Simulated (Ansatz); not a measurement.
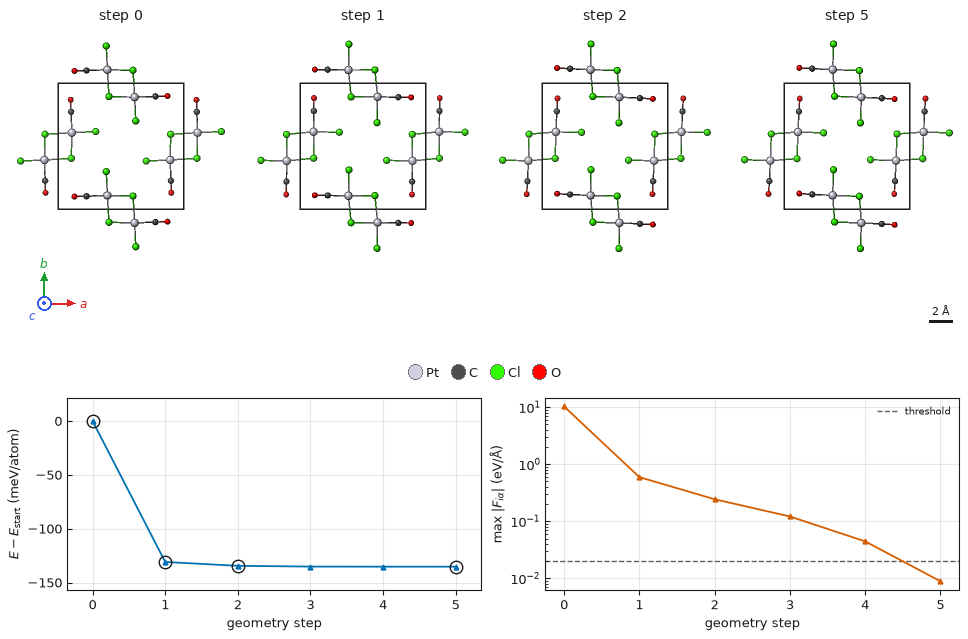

Frames of a relaxation of solid PtCCl₂O (set up in P4_2/m), marked on the history of the run. Style: ball-and-stick. Shown: the cell of the calculation, along the c axis.

Method: DFT, PBE, plane-wave PAW, default files, scalar-relativistic (Ansatz). Set-up: plane-wave cutoff 420 eV; k-point mesh 3 × 3 × 9; occupations fermi dirac; smearing width 0.05 eV; no spin polarisation; atoms relaxed in a fixed cell; force threshold 0.02 eV/Å; at most 60 steps.

### What happens along the run?

After 5 geometry steps the energy has fallen by 135 meV per atom. Largest force component: 10 eV/Å at the start, 0.0089 eV/Å at the end. The largest moves, 0.29 Å, are those of O atoms. By element the largest moves are O 0.29 Å, Cl 0.21 Å, C 0.17 Å, Pt 0.06 Å. The cell doesn't change. Some distances before and after: Cl–Pt 2.123 → 2.282 Å, Cl–Pt 2.284 → 2.376 Å, C–O 1.074 → 1.149 Å, C–Pt 1.852 → 1.823 Å. Among the angles between lasting bonds that change: C–Pt–Cl 91.3° → 96.9°, Cl–Pt–Cl 179.3° → 173.9°, Cl–Pt–Cl 94.0° → 90.1°. The space group stays P4_2/m (No. 84). Cost: 2 min on 2 threads of Arm Neoverse V2 (shared host), peak memory 1.2 GiB. From step 0 to 1: O atoms move most (0.19 Å), energy −131 meV per atom. From step 1 to 2: O atoms move most (0.14 Å), energy −3.6 meV per atom. From step 2 to 5: Cl atoms move most (0.04 Å), energy −0.8 meV per atom.

Limits of the set-up: layers or molecules are held without a dispersion correction, so their spacing is unreliable.
